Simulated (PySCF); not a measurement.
**CH3N, triplet, SMILES `[N]C`: what the electrons do**

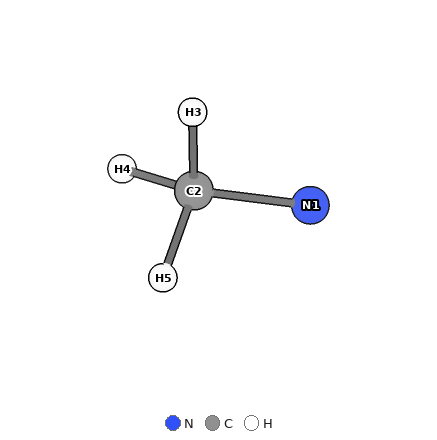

The molecule, with its atoms numbered as below. No frequency check shows the geometry to be a minimum.

Geometry (Å), atoms numbered from 1:

```
N1       0.8345    0.0000    0.0000
C2      -0.5150    0.0000    0.0000
H3      -0.9172    0.3781    0.9572
H4      -0.9171    0.6399   -0.8061
H5      -0.9171   -1.0181   -0.1511
```

Part 1: Bonding charge

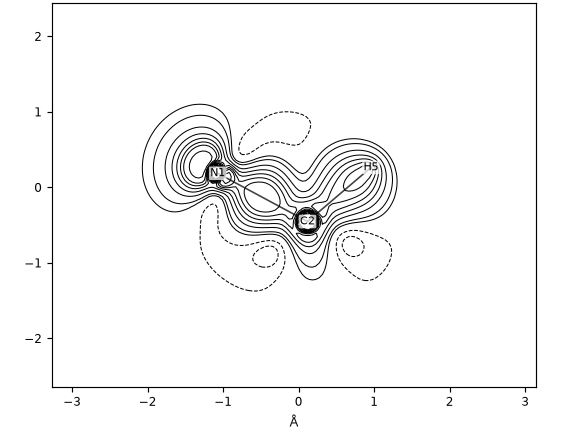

Deformation density (molecule less spherical, spin-averaged free atoms) in the plane of N1, C2 and H5; contours at ±0.05 to ±0.8 e/Å³; solid lines: gain, dashed lines: loss.

Computed with PySCF, HF/6-31+G*, geometry: GFN2-xTB. The stability of the open-shell solution wasn't checked. GFN2-xTB doesn't know the spin state, so this open-shell geometry is rough.

> How much density has each bond in this plane gained at its critical point, relative to the free atoms?

C2–H5: +0.62 e/Å³ at the bond critical point (bond length 1.10 Å). N1–C2: +0.62 e/Å³ at the bond critical point (bond length 1.35 Å). In all, 1.1 electrons gather in the regions of gain relative to the promolecule.

> Where do the Hirshfeld charges lie?

The highest Hirshfeld charge is on H3, H4 and H5 (+0.05 e), the lowest on N1 (−0.13 e).

| atom | charge (e) |
| --- | --- |
| N1 | −0.13 |
| C2 | −0.03 |
| H3 | +0.05 |
| H4 | +0.05 |
| H5 | +0.05 |

Part 2: Bond critical points

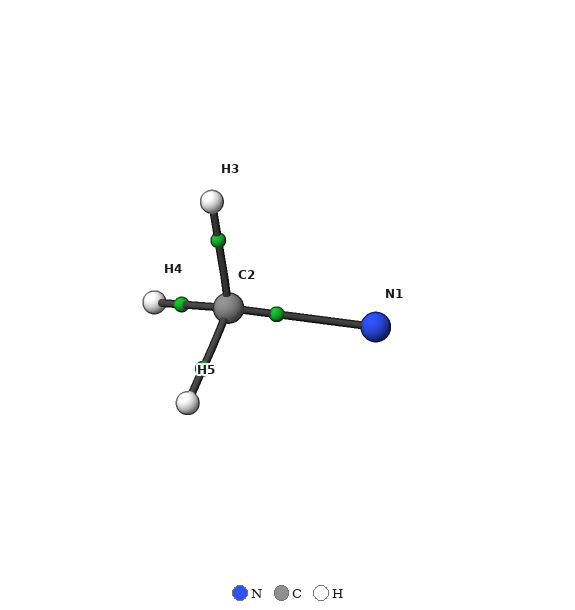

Molecular graph of the electron density (QTAIM): bond paths, bond critical points (green), ring points (magenta, if any); weak paths are dashed.

> How many critical points of each kind are there, and does the count close?

5 nuclei, 4 bond, 0 ring and 0 cage critical points: 5 − 4 + 0 − 0 = 1, as the Poincaré–Hopf relation requires.

> Give the properties at the bond critical points.

| bond | length (Å) | ρ (a.u.) | ∇²ρ (a.u.) | ε | H (a.u.) |
| --- | --- | --- | --- | --- | --- |
| N1–C2 | 1.350 | 0.345 | −0.84 | 0.00 | −0.596 |
| C2–H4 (3 alike) | 1.105 | 0.266 | −0.90 | 0.02 | −0.260 |

> What kind of interaction is C2–H4?

Shared-shell (covalent): ρ = 0.266, ∇²ρ = −0.90, H = −0.260 a.u.

Part 3: Electrostatic potential

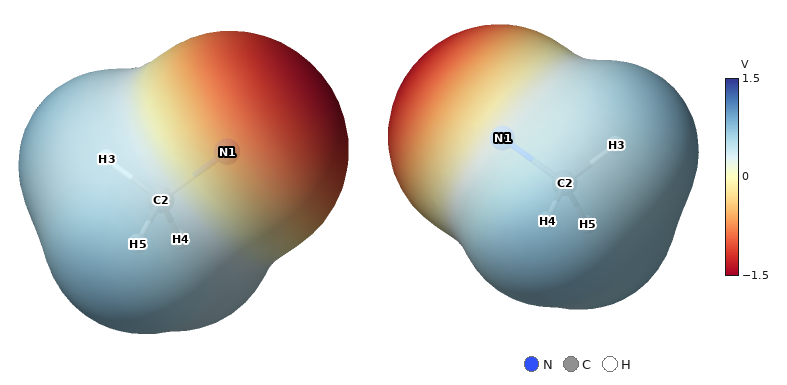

Electrostatic potential on the surface of electron density 0.001 a.u. (back view left, front view right).

> Where are the extremes of the potential on the surface?

Highest: 0.80 V, 1.3 Å from H3, and at like points elsewhere. Lowest: −1.46 V, 1.9 Å from N1. The surface is sampled at points, so like sites can differ by a few per cent and only the strongest of them is named.

Part 4: Spin density

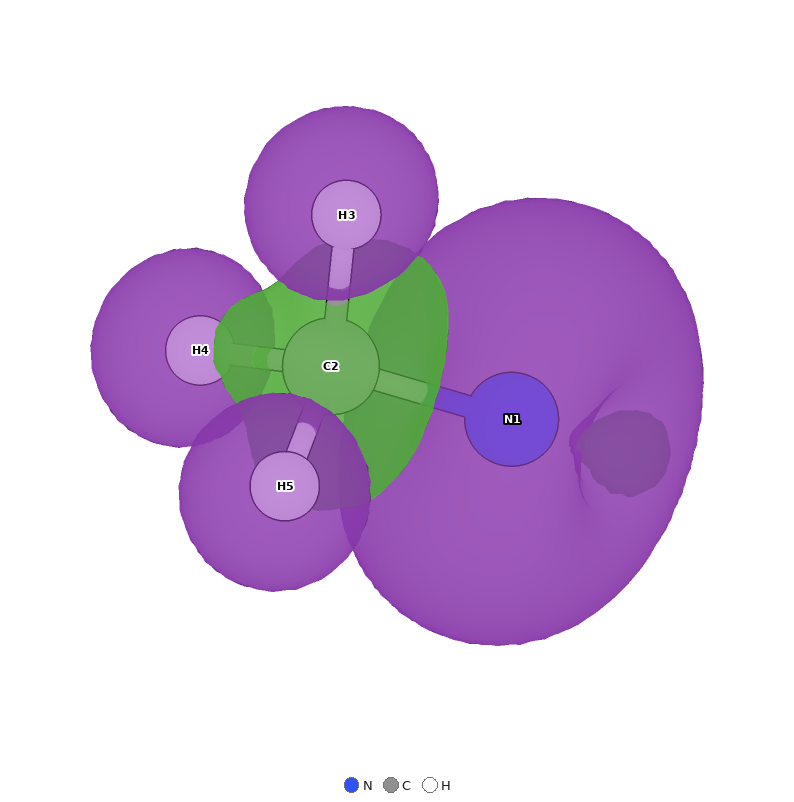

Spin density ρα − ρβ at ±0.02 e/Å³ (purple: excess α, green: excess β).

> Give the atomic spin populations that go with this picture.

Hirshfeld spin populations: N1 +1.73, C2 +0.09 and H3, H4 and H5 +0.06. ⟨S²⟩ = 2.02, against 2.00 for a pure state. The picture also shows regions of β spin from spin polarisation; the Hirshfeld sums, whose atoms overlap, net them against the α spin of neighbours.

Part 5: In an electric field

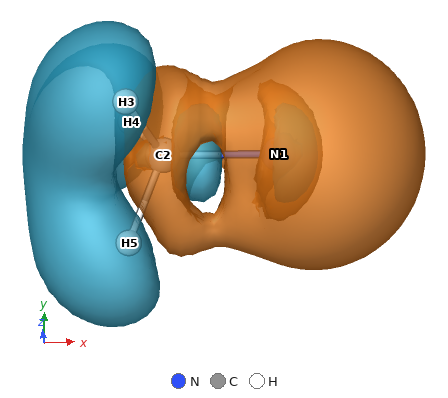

Change of the electron density in a uniform field of 0.21 V/Å, surfaces at ±0.0006 e/Å³ (light blue: gain, orange: loss).

Method: B3LYP/6-311+G**; geometry: GFN2-xTB; program: PySCF. The basis has diffuse s and p functions alone, which still leaves polarisabilities too small, most of all across bonds. The stability of the open-shell solution wasn't checked. GFN2-xTB doesn't know the spin state, so this open-shell geometry is rough.

The field was applied in both directions; the picture shows the one opposite to the script's first.

> Along which Cartesian direction does the field point?

Along +x: electrons gather on the −x side, against the field.

> How large is the response?

The induced dipole is 0.24 D (along the field); α along this axis, from the fields in both directions, is 24 bohr³ (3.5 Å³).
